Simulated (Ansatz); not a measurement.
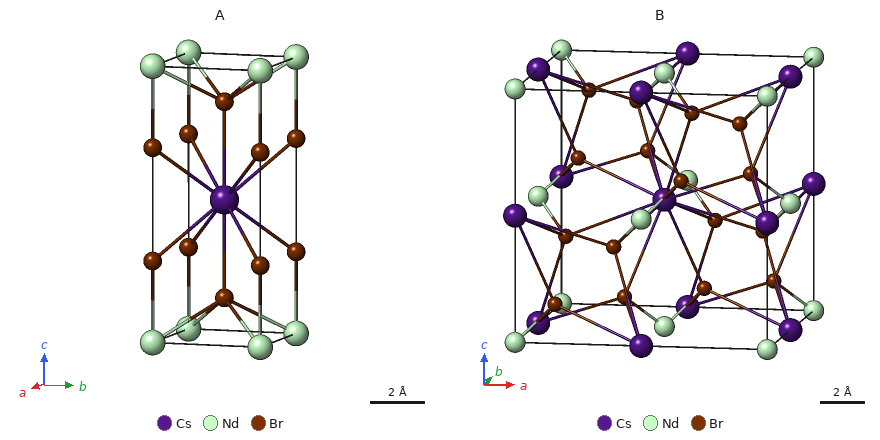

Two structures of CsNdBr₄, each relaxed to rest (conventional cells in solid outline, small ones repeated, not to one scale). Method: DFT PBE, scalar-relativistic, plane waves, PAW; 4f electrons in the core of a trivalent norm-conserving potential in Ansatz 0.2.0, without spin polarisation (spin-restricted runs, not always the ground states).

State the structure in each panel.

A: 6 atoms a cell on a primitive tetragonal lattice, P4/mmm. B: 24 atoms a cell on a face-centred cubic lattice, F-43m.

Compare their energies: which is lower?

B is lower, by 195 meV/atom at this level of theory (energies at zero smearing). Volumes: A 31.7, B 68.8 Å³/atom.

One or both may be structure types tried for this composition rather than known phases.
